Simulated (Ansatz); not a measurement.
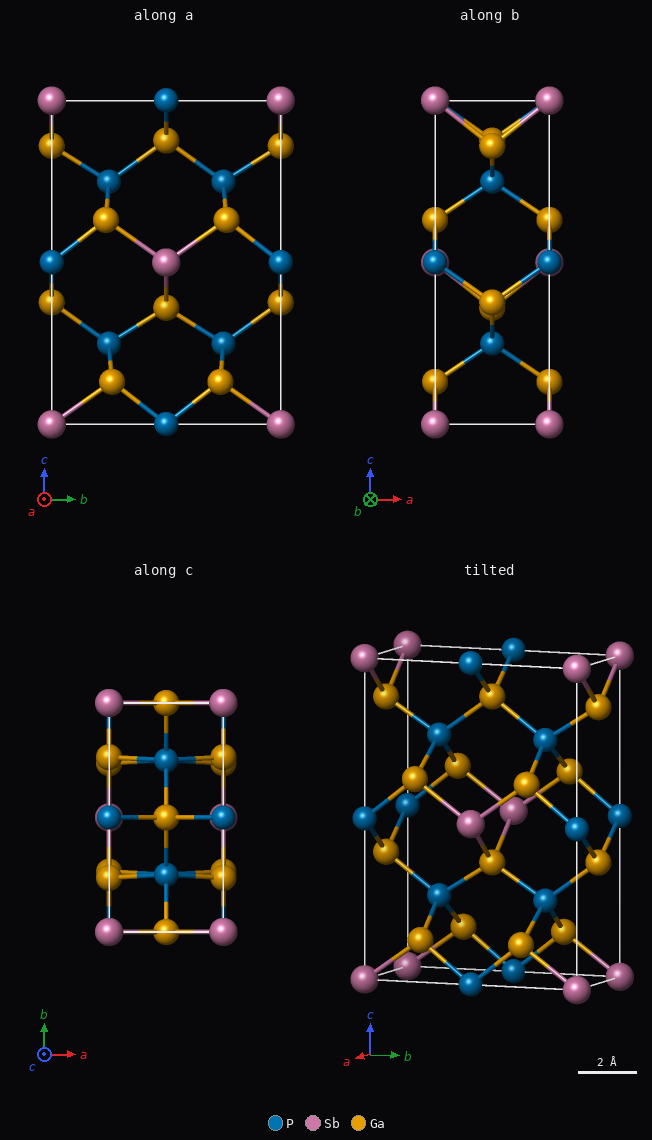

An orthographic ball-and-stick view of the structure, along the a axis, along the b axis, along the c axis and slightly off an axis. The conventional unit cell is drawn as a box.

Lattice parameters: a = 3.976 Å, b = 7.962 Å, c = 11.257 Å, α = 90.00°, β = 90.00°, γ = 90.00°. Put a along x and b in the xy plane.

Question: Transcribe the picture into a POSCAR file, with free fractional coordinates to two decimals.

Answer:
```
P Sb Ga
1.0
     3.976    0.000    0.000
     0.000    7.962    0.000
     0.000    0.000   11.257
P Sb Ga
6 2 8
Direct
  0.00 0.00 0.50
  0.50 0.25 0.25
  0.50 0.75 0.25
  0.00 0.50 0.00
  0.50 0.75 0.75
  0.50 0.25 0.75
  0.00 0.00 0.00
  0.00 0.50 0.50
  0.50 0.00 0.38
  0.00 0.26 0.13
  0.00 0.74 0.13
  0.50 0.00 0.86
  0.50 0.50 0.88
  0.00 0.76 0.63
  0.00 0.24 0.63
  0.50 0.50 0.36
```

The initial geometry was a structure type filled with these elements by a generator (whether the compound takes this form wasn't checked). Earlier steps of the study may have refined or changed the cell and positions. It was run through Ansatz as a DFT input.
